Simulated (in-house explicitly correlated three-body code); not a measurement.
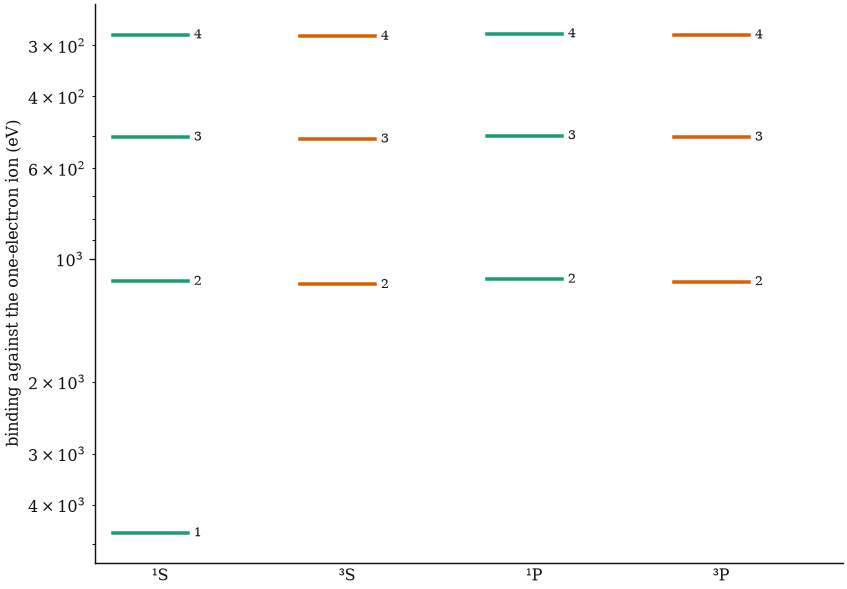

Two electrons around a point charge Z = 19.185. Computed variationally in 260 exponentially correlated functions with an in-house code, non-relativistic, converged to about 10⁻⁸ of the energy. The plot shows the bound S and P states that converged, by term and principal number n, on a logarithmic scale of binding.

### How do singlets and triplets lie?

The ground state is bound by 4686 eV. The n = 2 states drawn run, from the deepest, 2 ³S (1155 eV), 2 ³P (1136 eV), 2 ¹S (1134 eV), 2 ¹P (1121 eV). Exchange puts 2 ³S below 2 ¹S by 21.1 eV and 2 ³P below 2 ¹P by 15.6 eV. Quantum defects n − (Z − 1)/√(2 E(binding)): 2 ³S 0.026, 2 ³P 0.010, 2 ¹S 0.008, 2 ¹P −0.004.
